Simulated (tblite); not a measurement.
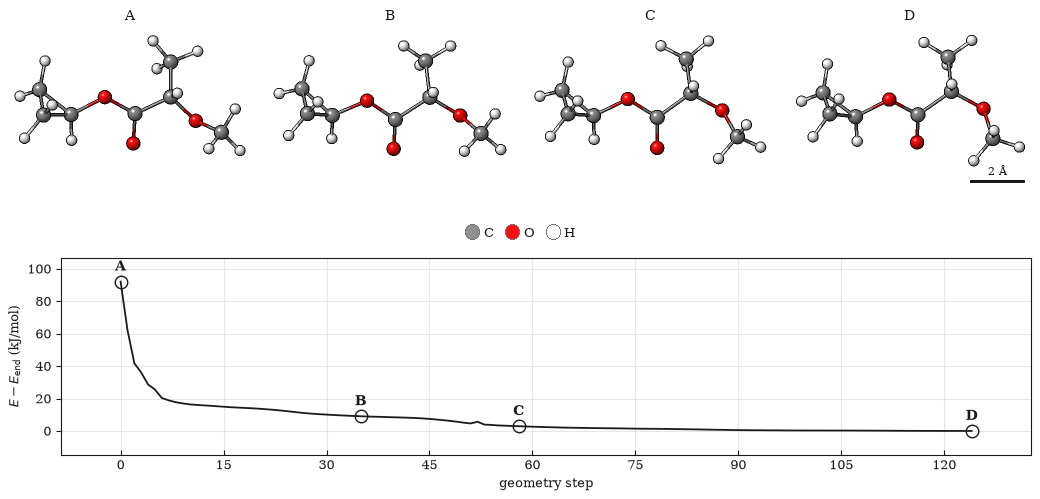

Frames of a relaxation of C7H12O3, marked on the history of the run. The picture is a ball-and-stick view, seen at a tilt.

The calculation used GFN2-xTB geometry optimisation, gas phase (tblite 0.8.0). 

What happens along the run?

The energy falls by 92.1 kJ/mol in 124 geometry steps. The atom that moves furthest after the best rigid fit is an H atom (1.30 Å). Largest moves by element: H 1.30 Å, O 0.56 Å, C 0.40 Å. Among the contacts that change: C–O 1.283 → 1.201 Å, C–C 1.472 → 1.531 Å, C–H 1.116 → 1.079 Å, C–O 1.368 → 1.337 Å. Among the angles between lasting bonds that change: C–C–O 119.6° → 109.6°, C–C–H 112.4° → 120.5°, O–C–C 105.2° → 112.8°. Groups turn about C–O by about 50°. From step 0 to 35: H atoms move most (0.40 Å), energy −83.0 kJ/mol. From step 35 to 58: H atoms move most (0.58 Å), energy −6.14 kJ/mol. From step 58 to 124: an H atom moves most (0.52 Å), energy −2.91 kJ/mol.
